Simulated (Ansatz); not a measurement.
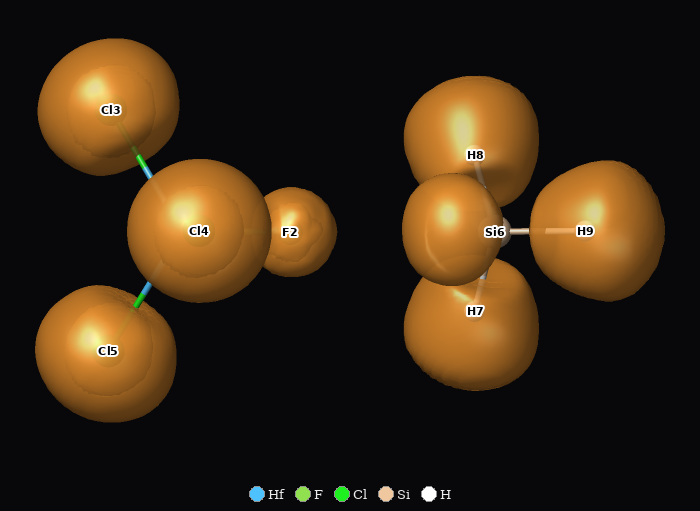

*Cl3FHf···H3Si (doublet). Isosurface of the electron localisation function at 0.8 (orange), seen across its widest extent. Core shells and regions of very low density are left out.*

Core potentials replace the inner electrons of Hf.

Theory: Ansatz 0.2.0, UKS PBE/def2-SVP.

The calculation's input:

```
crystal:
  periodic: [false, false, false]
  atoms:
    - { symbol: Hf, position_ang: [0.088338, -0.162448, -0.159679] }
    - { symbol: F, position_ang: [0.249077, -0.458528, 1.761524] }
    - { symbol: Cl, position_ang: [2.226235, -0.036883, -1.10543] }
    - { symbol: Cl, position_ang: [-1.057436, 1.845448, -0.529916] }
    - { symbol: Cl, position_ang: [-1.099839, -1.936862, -1.118886] }
    - { symbol: Si, position_ang: [-0.18974, 0.354872, 4.398691] }
    - { symbol: H, position_ang: [-0.883507, -0.984089, 4.418312] }
    - { symbol: H, position_ang: [1.308292, 0.182247, 4.420912] }
    - { symbol: H, position_ang: [-0.638821, 1.196242, 5.569072] }
magnetization:
  spin_polarized: true
  initial_magnetization: 1
basis:
  gaussian: { orbitals: def2-SVP }
hamiltonian:
  xc: pbe
relax:
  f_tol: 0.03
  max_steps: 50
output:
  orbitals: {}
```

Launched as:

```sh
ansatz run input.yaml --threads 4 --pin off --max-ram 5120MiB --backend cpu --events-out ev --progress --plain --runs-dir out
```

The fields are those of the run's last geometry, not of the input's.

### What do the ELF domains correspond to?

At this value the surface marks out three regions around hydrogen nuclei, one lobe on Si, pointing away from the bonds (non-bonding electrons), three regions wrapped around Cl (the valence shell of each) and one region wrapped around F (its valence shell). Along the contacts the grid gives the following. Si6···F2 (3.29 Å): the ELF dips to about 0 between them: a weak contact between the two molecules. Hf–F (1.91 Å): the ELF peaks at about 0.85 in the valence shell of F, 0.5 Å from its nucleus, and drops to about 0.20 between the two atoms.
